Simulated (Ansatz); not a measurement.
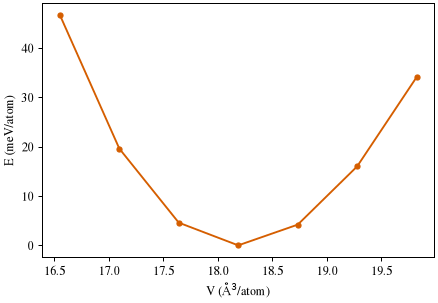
Fig. 1. Si in space group R-3 (No. 148; Si on 18f, Si on 6c) under volume change, r²SCAN in the plane-wave PAW code Ansatz, shape and atoms relaxed at each volume.

Q: What does a third-order Birch–Murnaghan fit give for V₀, B₀ and B′?

A: V₀ = 18.19 Å³/atom, B₀ = 86.0 GPa, B′ = 4.2.

The first step of the workflow began from a Materials Project structure, measured or hypothetical; the Crystallography Open Database copy checked does not list it. It is not the phase usual at ambient conditions (space group No. 227). Symmetry was held in the r²SCAN relaxation; whether a distortion lowers the energy is not shown.

Potentials: the later of the program's two PAW sets.
